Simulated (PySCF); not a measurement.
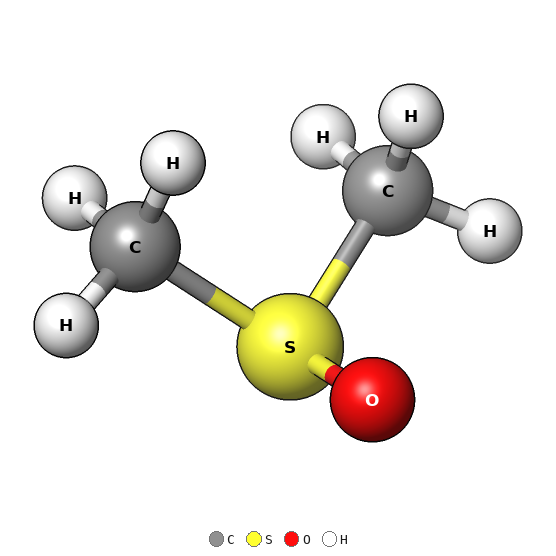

Rendered structure (ball-and-stick style). Every bond is drawn as one stick, whatever its order.

Computed geometry: PBE0-D3(BJ)/def2-TZVP optimisation. No frequency run is at hand to confirm it as a minimum.

Description:

The molecule is C₂H₆OS. Its SMILES string is `CS(C)=O`. It has no ring. Among its groups: sulfoxide. Coordination: 2 C tetrahedral; 1 S trigonal pyramidal.

The parts below concern this one geometry. Atoms keep their numbers from picture to picture.

Shape

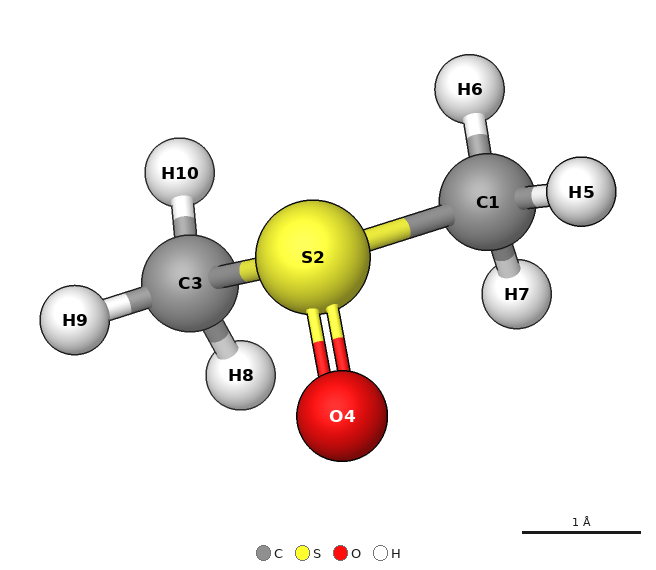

No frequency run is at hand to confirm it as a minimum.

Which atoms are bonded, and how long are the bonds?

| bond | length (Å) | order |
| --- | --- | --- |
| C1–S2 | 1.799 | single |
| C1–H5 | 1.090 | single |
| C1–H6 | 1.091 | single |
| C1–H7 | 1.091 | single |
| S2–C3 | 1.798 | single |
| S2–O4 | 1.481 | double |
| C3–H8 | 1.092 | single |
| C3–H9 | 1.090 | single |
| C3–H10 | 1.091 | single |

Core levels

No frequency run is at hand to confirm it as a minimum. Method: delta-SCF UKS SCAN, pcX-3 on the ionised atom, pcseg-2 elsewhere, spin-free X2C (PySCF 2.14.0).

Give the core-electron binding energies (to vacuum; p and d levels without spin–orbit splitting) of C1 1s, S2 1s, S2 2p, O4 1s.

```csv
atom,level,binding energy (eV)
C1,1s,291.2
S2,1s,2480.0
S2,2p,172.1
O4,1s,536.5
```

Excitation

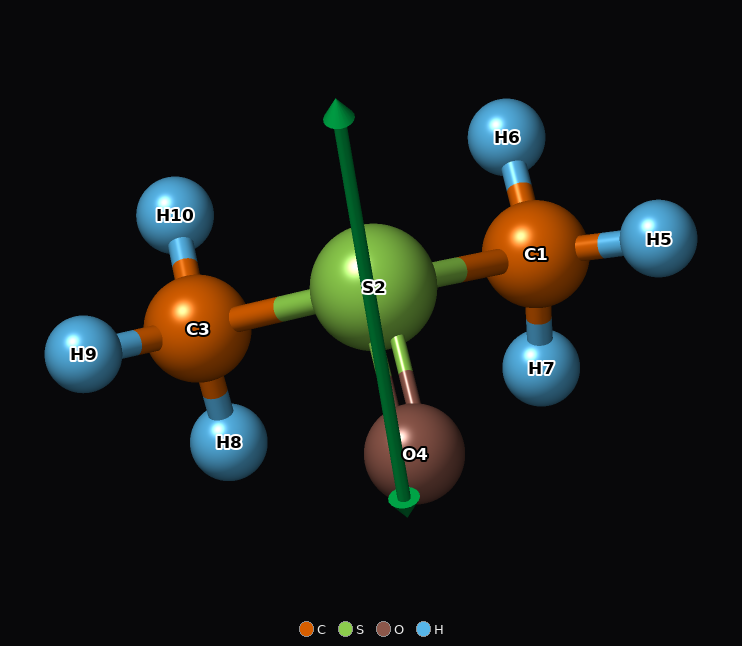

The double arrow shows the direction of the transition dipole to excited singlet state 4 (its length means nothing). No frequency run is at hand to confirm it as a minimum. Level of theory: TDDFT CAM-B3LYP/aug-cc-pVTZ, vertical, gas phase, core orbitals frozen in the response (PySCF 2.14.0).

Give its energy, strength and character.

Answer. 6.56 eV (189 nm), oscillator strength 0.10, mainly HOMO → LUMO+2 (weight 0.68); transition dipole 2.04 D.

Polarisability

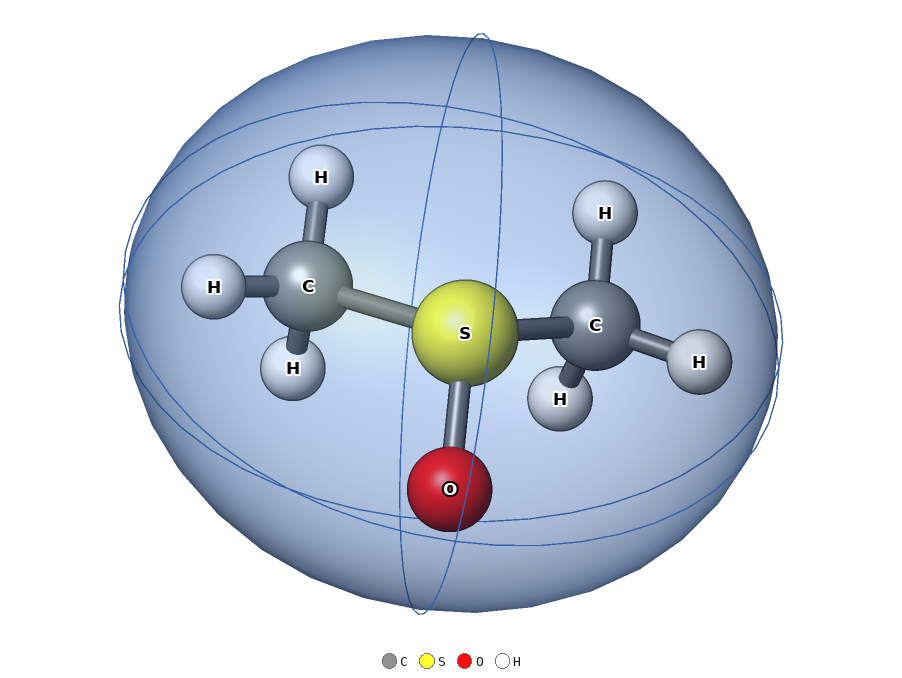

The ellipsoid shows the static dipole polarisability: its half-axes are proportional to the principal values. No frequency run is at hand to confirm it as a minimum. Level of theory: PBE0/aug-cc-pVTZ (PySCF 2.14.0).

Give the principal values, the mean and the anisotropy.

Answer. Principal values 46.1, 55.8, 57.9 bohr³; mean 53.2 bohr³ (7.89 Å³); anisotropy 10.9 bohr³, so the longest axis is 1.26 times the shortest.
